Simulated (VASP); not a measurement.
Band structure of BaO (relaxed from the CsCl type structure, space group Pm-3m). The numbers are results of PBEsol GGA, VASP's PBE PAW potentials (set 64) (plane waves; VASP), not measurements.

Unless said otherwise, spin-orbit coupling is left out, though it shifts the bands of the heavy elements here.

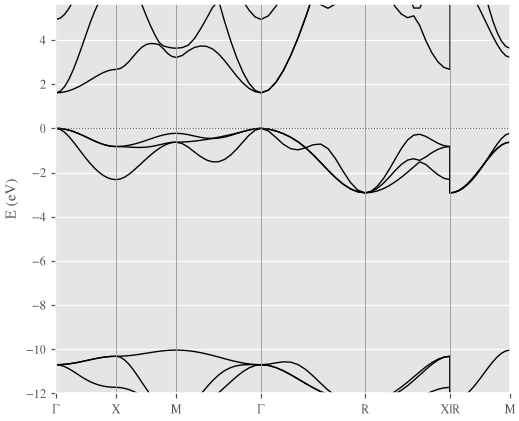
Fig. 1. Bands along high-symmetry lines, zero at the valence-band maximum or, without a gap, the Fermi level

### Question
Read the plot: is there a gap, and where are the band edges?

### Answer
The gap is direct, 1.61 eV, from the valence maximum at Γ to the conduction minimum at Γ. (Edges off the drawn lines would not show.)

The structure was generated: BaO was put into the CsCl type type (Pm-3m), which need not be its known phase. It was relaxed first, which changed the volume by -25 %.
